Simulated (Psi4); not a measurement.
**revPBE/def2-SVPD run of S2F2 (Thio-thionyl fluoride)**

What is the vertical ionisation energy of S2F2 (Thio-thionyl fluoride) at revPBE/def2-SVPD? 

The results are computed with Psi4 1.11.

3 further runs of the same task are left out: 3 set aside as unsound or not needed.

## Step 1: Starting point

S2F2: 4 atoms, total charge 0, spin state singlet. As SMILES, `FS(F)=S`. The shape is that of a PBE0-D4/def2-TZVP optimisation.

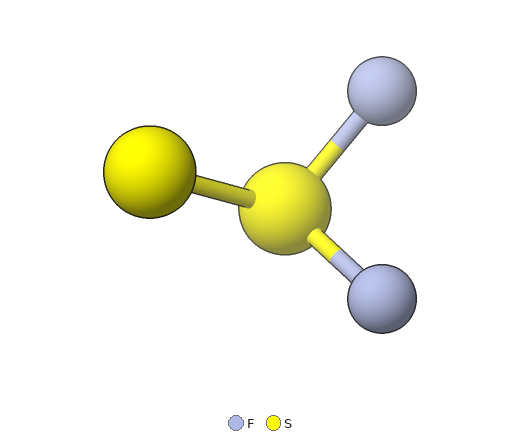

The structure, seen from a chosen angle (fluorine light blue, sulfur yellow).

## Step 2: The energy at revPBE/def2-SVPD

The input, calc.dat:

```
memory 2200 MB

molecule {
  0 1
  F
  S 1 1.605866
  F 2 1.605882 1 92.01851
  S 2 1.858539 1 107.91931 3 -109.56975
  symmetry c1
}

set puream true
set e_convergence 1e-09
set d_convergence 1e-08
set scf_type pk
set dft_radial_points 99
set dft_spherical_points 590

E, wfn = energy("revpbe/def2-SVPD", return_wfn=True)
oeprop(wfn, "LOWDIN_CHARGES", "DIPOLE", "WIBERG_LOWDIN_INDICES")
```

The run is started by

```
$ psi4 -i calc.dat -o calc.out -n 1
```

calc.out:

```text
[...]
  Running in c1 symmetry.
[...]
  Nuclear repulsion =  240.671039639156533
[...]
  Multiplicity = 1
[...]
  Nalpha       = 25
  Nbeta        = 25
[...]
    Number of basis functions: 100
[...]
   @RKS iter   1:  -995.31882637332046    2.90553e-01   5.25257e-03 ADIIS/DIIS
[...]
   @RKS iter  13:  -995.43775981329588   -2.27374e-13   2.08922e-09 DIIS
[...]
    Orbital Energies [Eh]
    ---------------------
    Doubly Occupied:
       1A    -88.270381     2A    -88.081362     3A    -24.335691
       4A    -24.335660     5A     -7.879745     6A     -7.714892
       7A     -5.902805     8A     -5.901724     9A     -5.891693
      10A     -5.738310    11A     -5.730805    12A     -5.727990
      13A     -1.175732    14A     -1.120375    15A     -0.803911
      16A     -0.626026    17A     -0.534390    18A     -0.490866
      19A     -0.467038    20A     -0.420862    21A     -0.411658
      22A     -0.391965    23A     -0.327003    24A     -0.284249
      25A     -0.259339
[...]
  @RKS Final Energy:  -995.43775981329588
   => Energetics <=
    Nuclear Repulsion Energy =            240.6710396391565325
    One-Electron Energy =               -1855.1693925451413634
    Two-Electron Energy =                 691.1008848952249082
    DFT Exchange-Correlation Energy =     -72.0402918025359753
    Empirical Dispersion Energy =           0.0000000000000000
    VV10 Nonlocal Energy =                  0.0000000000000000
    Total Energy =                       -995.4377598132958838
[...]
 Multipole Moments:
 ------------------------------------------------------------------------------------
     Multipole            Electronic (a.u.)      Nuclear  (a.u.)        Total (a.u.)
 ------------------------------------------------------------------------------------
 L = 1.  Multiply by 2.5417464519 to convert [e a0] to [Debye]
 Dipole X            :          1.2013787           -1.0023556            0.1990231
 Dipole Y            :         -1.1148537            1.3217785            0.2069248
 Dipole Z            :         -1.0762894            1.2760114            0.1997220
 Magnitude           :                                                    0.3497384
[...]
```

Run time: 9.3 s. Hardware: 1 thread of INTEL XEON PLATINUM 8581C at 2.30GHz (Emerald Rapids), shared host; peak memory 0.97 GiB.

## Step 3: The doublet cation

The input, run.py:

```python
import psi4

psi4.set_memory(2200000000)
psi4.set_num_threads(1)
psi4.core.set_output_file('run.log', False)

mol = psi4.geometry("""
1 2
F      1.38881642     0.63644086     2.26587611
S     -0.90875040    -0.17020763     0.45491377
F      0.59235355    -2.61243298    -0.54082072
S     -1.07243847     2.14618086    -2.17996916
units bohr
symmetry c1
no_reorient
no_com
""")

psi4.set_options({
    'reference': 'uks',
    'puream': True,
    'e_convergence': 1e-09,
    'd_convergence': 1e-08,
    'scf_type': 'pk',
    'dft_radial_points': 99,
    'dft_spherical_points': 590,
    'maxiter': 100,
})

E, wfn = psi4.energy("revpbe/def2-SVPD", molecule=mol, return_wfn=True)
psi4.oeprop(wfn, "QUADRUPOLE", "WIBERG_LOWDIN_INDICES", "MAYER_INDICES", title="REVPBE")
print(f'revpbe/def2-SVPD energy: {E:.10f} Eh')
for k, v in sorted(psi4.core.scalar_variables().items()):
    print(f'{k:45s} {v:18.10f}')
```

The run is started by

```
$ python run.py
```

run.log:

```text
[...]
  Running in c1 symmetry.
[...]
  Nuclear repulsion =  240.671041810069113
[...]
  Multiplicity = 2
[...]
  Nalpha       = 25
  Nbeta        = 24
[...]
    Number of basis functions: 100
[...]
   @UKS iter   1:  -994.97058957697175    6.38790e-01   4.51838e-03 ADIIS/DIIS
[...]
   @UKS iter  14:  -995.05169828883970   -1.81899e-12   2.76005e-09 DIIS
[...]
   @S^2 Observed:                7.544773163E-01
[...]
    Orbital Energies [Eh]
    ---------------------
    Alpha Occupied:
       1A    -88.547344     2A    -88.403175     3A    -24.587829
       4A    -24.587798     5A     -8.156235     6A     -8.033824
       7A     -6.178398     8A     -6.177715     9A     -6.170286
      10A     -6.058972    11A     -6.053281    12A     -6.044899
      13A     -1.423937    14A     -1.365250    15A     -1.090250
      16A     -0.895695    17A     -0.779480    18A     -0.750682
      19A     -0.726894    20A     -0.667361    21A     -0.650875
      22A     -0.628913    23A     -0.593673    24A     -0.561838
      25A     -0.557367
    Alpha Virtual:
[...]
  @UKS Final Energy:  -995.05169828883970
   => Energetics <=
    Nuclear Repulsion Energy =            240.6710418100691129
    One-Electron Energy =               -1841.5769081247369741
    Two-Electron Energy =                 677.5572168082915141
    DFT Exchange-Correlation Energy =     -71.7030487824632985
    Empirical Dispersion Energy =           0.0000000000000000
    VV10 Nonlocal Energy =                  0.0000000000000000
    Total Energy =                       -995.0516982888397024
[...]
 Multipole Moments:
 ------------------------------------------------------------------------------------
     Multipole            Electronic (a.u.)      Nuclear  (a.u.)        Total (a.u.)
 ------------------------------------------------------------------------------------
 L = 1.  Multiply by 2.5417464519 to convert [e a0] to [Debye]
 Dipole X            :         12.8800255          -13.8684922           -0.9884667
 Dipole Y            :        -12.9443037           13.8316426            0.8873389
 Dipole Z            :         11.3287912          -12.0753877           -0.7465966
 Magnitude           :                                                    1.5237596
 L = 2.  Multiply by 1.3450342976 to convert [e a0^2] to [Debye ang]
 Quadrupole XX       :        -74.0259627           52.1324690          -21.8934937
 Quadrupole XY       :         39.3317479          -40.3237906           -0.9920426
[...]
```

The script printed:

```text
revpbe/def2-SVPD energy: -995.0516982888 Eh
CURRENT ENERGY                                   -995.0516982888
CURRENT REFERENCE ENERGY                         -995.0516982888
DD SOLVATION ENERGY                                 0.0000000000
DFT FUNCTIONAL TOTAL ENERGY                      -995.0516982888
DFT TOTAL ENERGY                                 -995.0516982888
DFT VV10 ENERGY                                     0.0000000000
DFT XC ENERGY                                     -71.7030487825
GRID ELECTRONS ALPHA                               24.9999980717
GRID ELECTRONS BETA                                23.9999980792
GRID ELECTRONS TOTAL                               48.9999961509
NUCLEAR REPULSION ENERGY                          240.6710418101
ONE-ELECTRON ENERGY                             -1841.5769081247
PCM POLARIZATION ENERGY                             0.0000000000
PE ENERGY                                           0.0000000000
SCF ITERATION ENERGY                             -995.0516982888
SCF ITERATIONS                                     14.0000000000
SCF TOTAL ENERGY                                 -995.0516982888
TWO-ELECTRON ENERGY                               677.5572168083
XC GRID RADIAL POINTS                              99.0000000000
XC GRID SPHERICAL POINTS                          590.0000000000
XC GRID TOTAL POINTS                           226782.0000000000
```

Run time: 14 s. Hardware: 1 thread of INTEL XEON PLATINUM 8581C at 2.30GHz (Emerald Rapids), shared host; peak memory 0.97 GiB.

## Step 4: Outcome

Level: revPBE/def2-SVPD.

```
                                          quantity          value
                        singlet S2F2: total energy  -995.43776 Eh
                       singlet S2F2: dipole moment         0.89 D
                         singlet S2F2: HOMO energy       -7.06 eV
                         singlet S2F2: LUMO energy       -3.17 eV
                       singlet S2F2: HOMO–LUMO gap        3.89 eV
                      doublet cation: total energy  -995.05170 Eh
doublet cation: HOMO energy (highest over α and β)      -14.88 eV
 doublet cation: LUMO energy (lowest over α and β)      -13.92 eV
                              doublet cation: ⟨S²⟩          0.754
vertical ionisation energy (to the doublet cation)      10.505 eV
```

**Reading.** Removing an electron at fixed nuclei costs 10.51 eV (242 kcal/mol). The negative HOMO energy of the first species, 7.06 eV, lies 3.45 eV below that difference.
